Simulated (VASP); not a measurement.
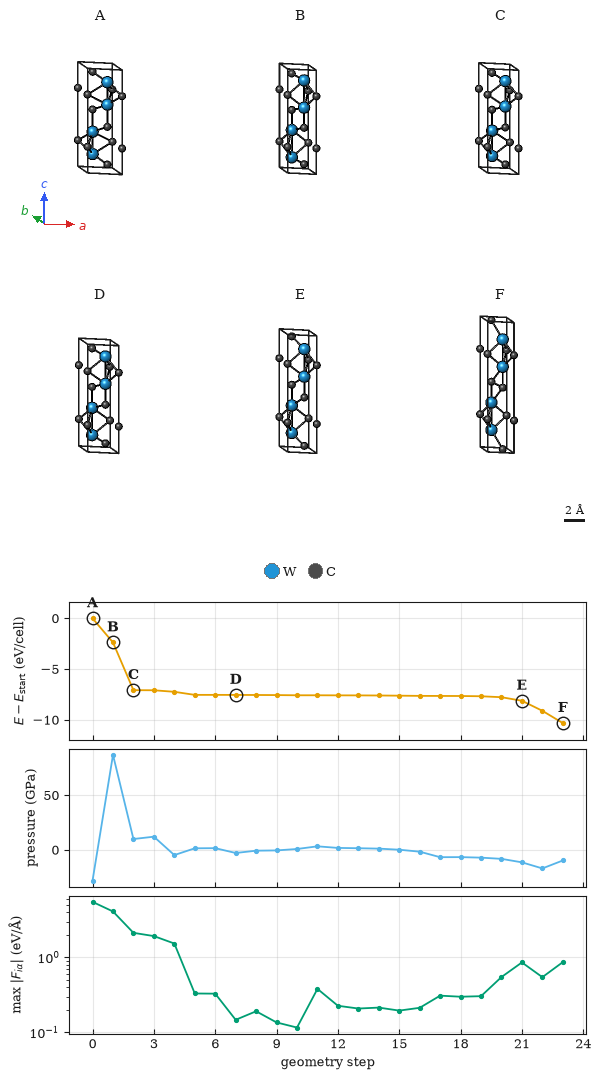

Frames of a relaxation of crystalline W$_{2}$C$_{3}$ (a generated structure, set up in P6_3/mmc), marked on the history of the run. The picture is a ball-and-stick view of the cell of the calculation, seen slightly off an axis.

The run lets cell and atoms move.

Level of theory: Kohn-Sham DFT of a periodic cell, PBE, VASP PAW PBE potentials, recommended in VASP.

The input:
```
ALGO = Fast ; EDIFF = 1E-4
EDIFFG = -0.08 ; ENCUT = 520
GGA = PE ; IBRION = 2
ISIF = 3 ; ISMEAR = 0
LASPH = True ; LCHARG = False
LREAL = Auto ; LWAVE = False
NELM = 60 ; NSW = 24
PREC = Normal ; SIGMA = 0.15
```

Launched with:
```bash
cat potpaw_PBE.64/W_sv/POTCAR potpaw_PBE.64/C/POTCAR > POTCAR
mpirun -np 1 vasp_std > vasp.out
```

Describe the path.

Answer. The relaxation stopped without meeting its thresholds, so the last structure isn't shown to be converged. The largest moves relative to the cell, 0.77 Å, are those of C atoms. By element the largest moves are C 0.77 Å, W 0.03 Å. The volume changes by −26.6 %, with a = b 3.711 → 2.844 Å (−23.4 %), c 11.098 → 13.867 Å (+25.0 %). Among the contacts that change: C–C 2.647 → 1.690 Å, W–W 3.711 → 2.844 Å, W–W 2.375 → 2.909 Å, C–W 2.450 → 2.194 Å. Bond angles that change, for instance: W–C–W 108.2° → 71.1°, W–C–W 110.7° → 137.8°, W–C–W 58.0° → 83.1°. The space group stays P6_3/mmc (No. 194). After 23 geometry steps the energy has fallen by 10.310 eV per cell of the calculation. The largest force component goes from 5.5 to 0.86 eV/Å. The pressure goes from −28.03 to −9.68 GPa. The volume changes by over a tenth within one run on a fixed set of plane waves, so the end point should be relaxed again from the new cell. From step 0 to 1: W atoms move most (0.26 Å), volume −30.6 %, energy −2.373 eV per cell of the calculation. From step 1 to 2: W atoms move most (0.10 Å), volume +15.9 %, energy −4.697 eV per cell of the calculation. From step 2 to 7: W atoms move most (0.06 Å), volume +4.7 %, energy −0.468 eV per cell of the calculation. From step 7 to 21: C atoms move most (0.34 Å), volume −4.5 %, energy −0.575 eV per cell of the calculation. From step 21 to 23: C atoms move most (0.41 Å), volume −8.7 %, energy −2.197 eV per cell of the calculation.
